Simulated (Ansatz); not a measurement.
**Sn₃SeS₂: density, localisation and related maps**

Input

```
crystal:
  lattice:
    - [-2.0957298, 2.0957298, 8.8799403]
    - [2.0957298, -2.0957298, 8.8799403]
    - [2.0957298, 2.0957298, -8.8799403]
  atoms:
    - { symbol: Sn, position: [0.82958, 0.82958, 0.0] }
    - { symbol: Sn, position: [0.5, 0.5, 0.0] }
    - { symbol: Sn, position: [0.17042, 0.17042, 0.0] }
    - { symbol: Se, position: [0.0, 0.0, 0.0] }
    - { symbol: S, position: [0.667261, 0.667261, 0.0] }
    - { symbol: S, position: [0.332739, 0.332739, 0.0] }
basis:
  ecutwfc: 420
kpoints:
  mp_grid: { grid: [12, 12, 12] }
hamiltonian:
  xc: pbe
scf:
  occupations: { method: gaussian, width: 0.01 }
output:
  forces: true
  stress: true
  eigenvalues: true
  write_density: true
  write_potential: true
  elf: true
  volumetric_format: npy
relax:
  adjacent_minimum: "off"
  f_tol: 0.01
  max_steps: 80
  cell: { stress_tol: 0.05 }
```

Run with:

```sh
ansatz run input.yaml --threads 4 --pin off --max-ram 8192MiB --backend cpu --events-out ev --progress --plain --runs-dir out
```

Below, planes, directions and counts refer to the conventional cell (a = 4.19 Å, b = 4.19 Å, c = 17.76 Å, α = 90.00°, β = 90.00°, γ = 90.00°).

Space group I4/mmm; a structure generated by program, which may or may not match a known phase.

Level of theory: DFT PBE, scalar-relativistic, plane waves, PAW (Ansatz).

The density is the valence pseudo-density of a PAW calculation; it isn't the true density close to the nuclei.

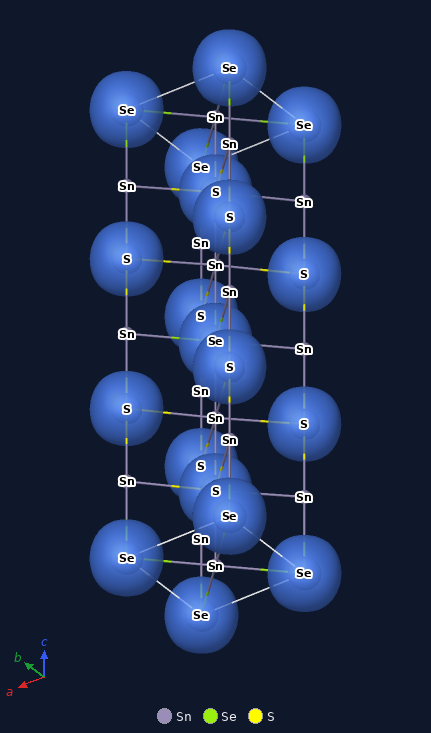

Figure 1. Isosurface of the ELF at 0.65 (blue), seen at an oblique angle. Core shells and regions of very low density are left out. Sticks mark near contacts.

**What do the ELF domains correspond to?**

The surface consists of four regions wrapped around S (the valence shell of each) and two regions wrapped around Se (the valence shell of each), counted in one cell of 12 atoms. Regions shared between cells count once. Profiles from the grid: Sn–S (2.88 Å): the ELF peaks at about 0.85 in the valence shell of S, 0.8 Å from its nucleus, and drops to about 0.30 between the two atoms. Sn–Se (2.96 Å): the ELF is about 0.40 at the midpoint.

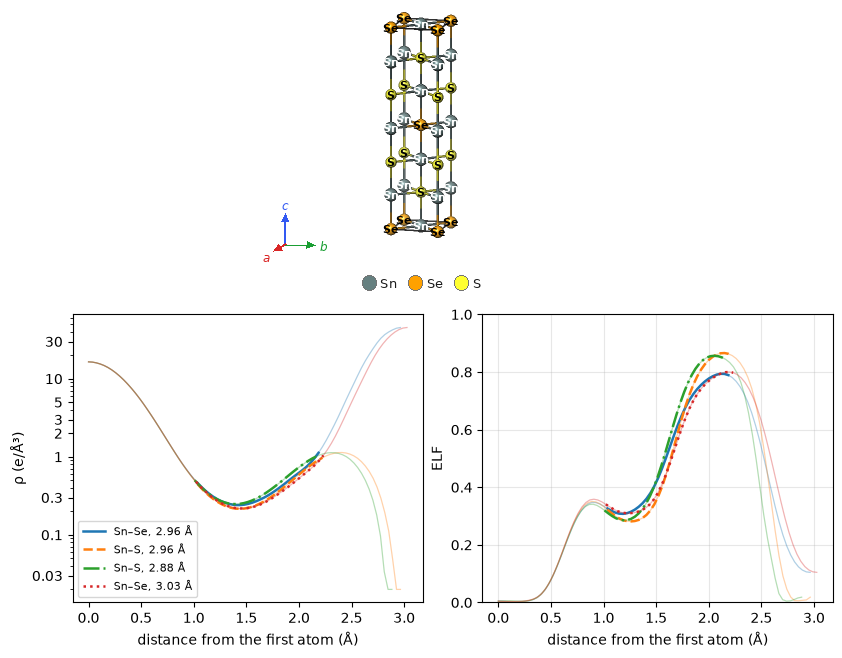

Figure 2. Valence electron density and electron localisation function along straight lines between neighbouring atoms. Thin, pale parts lie inside the atomic spheres. The structure is drawn too.

**What can be read from the curves?**

Sn–Se (2.96 Å): ρ is about 0.24 e/Å³ halfway; the ELF is about 0.40 at the midpoint.
Sn–S (2.96 Å): the density is about 0.22 e/Å³ at the midpoint; the ELF peaks at about 0.85 in the valence shell of S, 0.8 Å from its nucleus, and drops to about 0.30 between the two atoms.
Sn–S (2.88 Å): ρ at the midpoint is about 0.25 e/Å³; the ELF peaks at about 0.85 in the valence shell of S, 0.8 Å from its nucleus, and drops to about 0.30 between the two atoms.
Sn–Se (3.03 Å): ρ is about 0.22 e/Å³ halfway; the ELF is about 0.40 at the midpoint.
